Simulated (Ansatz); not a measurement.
## Electronic structure of I3In (SMILES [I][In]([I])[I]) in real space

The calculation's input:

```
crystal:
  periodic: [false, false, false]
  atoms:
    - symbol: I
      position_ang: [-3.410734, -1.575564, 0.459495]
    - symbol: I
      position_ang: [-0.061707, 0.004030, 3.269432]
    - symbol: I
      position_ang: [-4.510043, 1.023118, 4.153452]
    - symbol: In
      position_ang: [-2.660836, -0.182919, 2.627581]
basis:
  gaussian:
    orbitals: def2-TZVPD
hamiltonian:
  xc: pbe0
output: {forces: true, orbitals: {seedname: orbitals}}
```

Command:

```sh
ansatz run input.yaml --threads 1 --pin off --max-ram 2610MiB --events-out events.jsonl --progress --plain --runs-dir runs
```

Geometry: B3LYP-D3(BJ)/def2-SVP; core potentials replace the inner electrons of I and In.

Theory: isolated molecule in a Gaussian basis; Kohn-Sham density functional theory, functional PBE0 in Ansatz.

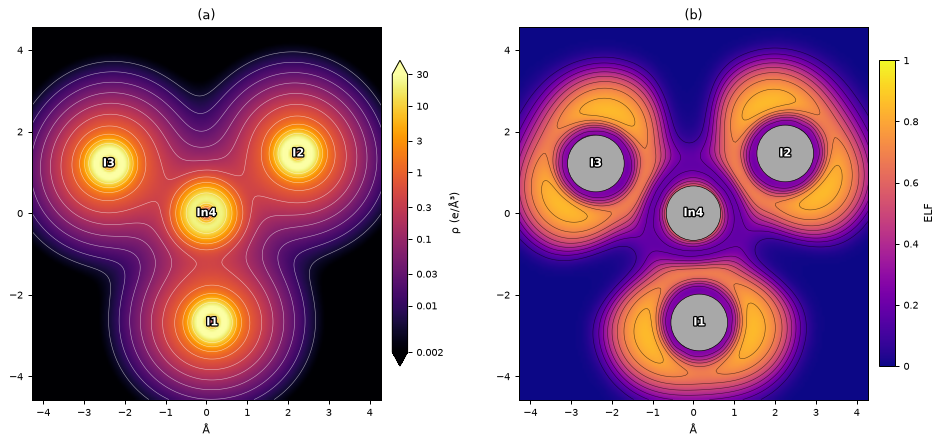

Figure 1. (a) electron density; (b) ELF on the molecular plane. Grey discs cover the atomic cores in the ELF map.

What does the map show?

- Atoms in the plane: I and In.
- In–I (2.68 Å): ρ is about 0.45 e/Å³ halfway; the ELF peaks at about 0.65 in the valence shell of I, 1.2 Å from its nucleus, and drops to about 0.20 between the two atoms.
- The ELF also peaks beside I1, I3 and I2, away from the bonds: lone-pair regions.

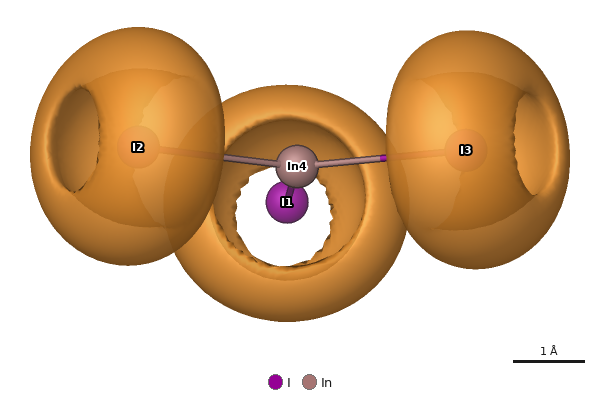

Figure 2. Isosurface of the ELF at 0.75 (orange), seen from one side. Only the valence region is drawn (cores and ρ < 0.01 e/Å³ removed).

Where are the electrons localised?

The ELF exceeds this value in three rings or bowls of non-bonding electrons around I.

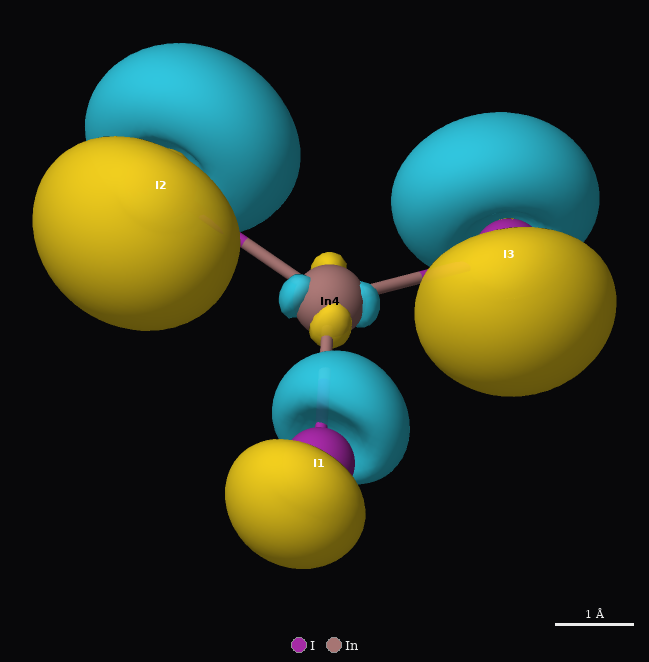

Figure 3. The HOMO−1 at ±0.08 Å⁻³ᐟ² (yellow and cyan are the two phases), seen at an oblique angle.

Describe this orbital and give its energy.

Its weight (Hirshfeld) is mainly on I2 (about 50 %), I3 (about 35 %), I1 (about 10 %) and In4 (about 5 %); it is symmetric in the molecular plane (an in-plane orbital: σ, lone-pair or in-plane π type); largely a combination of lone pairs on I2, I3 and I1. It is one of a degenerate set, so its orientation is arbitrary. Its energy is −8.04 eV.
